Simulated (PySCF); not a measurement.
# B3LYP/6-31G(d) (spherical functions) run of Si3H8O (SMILES [SiH3]O[SiH2][SiH3])

We compute the response to a field of Si3H8O. 

The results are computed with PySCF 2.14.0.

5 further runs of the same task are left out: 1 that didn't finish, 4 set aside as unsound or not needed.

## Step 1: The structure to begin with

Si3H8O: 12 atoms, total charge 0, spin state singlet. SMILES: `[SiH3]O[SiH2][SiH3]`. The shape is that of a PBE0-D4/def2-TZVP optimisation. This is one conformer, not always the lowest.

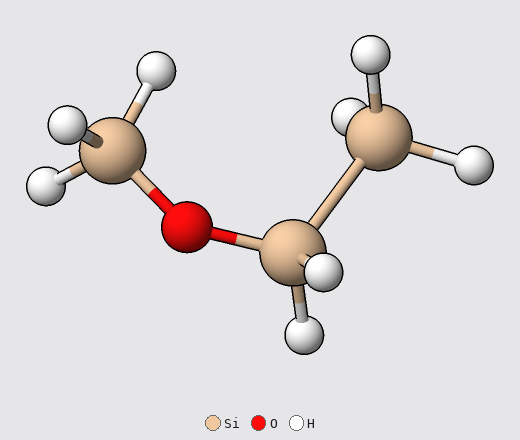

Viewed from a chosen angle; silicon light orange, oxygen red, hydrogen white.

## Step 2: The polarisability at B3LYP/6-31G(d) (spherical functions)

calc.py

```python
# [SiH3]O[SiH2][SiH3]
import numpy
from pyscf import gto, dft
from pyscf.prop.polarizability import rks

system = gto.M(
    atom='''
Si  -0.850500   1.999900  -0.086300
O   -0.424100   0.848200   0.991300
Si   0.225100  -0.644500   1.193500
Si   0.750800  -1.650100  -0.861200
H   -0.575600   1.524000  -1.469700
H   -2.298500   2.292600   0.054800
H   -0.067300   3.233500   0.173500
H   -0.749200  -1.490400   1.934500
H    1.454200  -0.523300   2.023800
H    1.749100  -0.841100  -1.611900
H   -0.464700  -1.805800  -1.705700
H    1.327600  -2.998200  -0.602500
''',
    max_memory=1860,
    basis='6-31g*',
    charge=0,
    verbose=3,
)

ks = dft.RKS(system)
ks.xc = 'b3lyp'
ks.conv_tol = 1e-10
ks.grids.level = 5
ks.kernel()
if not ks.converged:
    ks = ks.newton().run(ks.mo_coeff, ks.mo_occ)

e_final = ks.e_tot
print(f'total energy: {e_final:.8f} hartree')
pol = rks.Polarizability(ks)
alpha = pol.polarizability()
print('isotropic polarizability %.4f bohr^3' % (numpy.trace(alpha) / 3))
alpha_w = pol.polarizability_with_freq(freq=0.0774)
```

On the command line:

```bash
OMP_NUM_THREADS=1 python calc.py
```

What it wrote:

```text
converged SCF energy = -948.570951097144
total energy: -948.57095110 hartree
isotropic polarizability 69.4168 bohr^3
```

It took 16 min on 1 thread of Arm Neoverse V1, shared host; peak memory 0.54 GiB.

## Step 3: Outcome

At B3LYP/6-31G* (spherical functions):

```
                            quantity          value
                        total energy  -948.57095 Eh
                       dipole moment         0.30 D
                         HOMO energy       -7.65 eV
                         LUMO energy       -0.39 eV
                       HOMO–LUMO gap        7.26 eV
          mean static polarisability     69.4 bohr³
mean polarisability at ω = 0.0774 Eh     71.7 bohr³
```
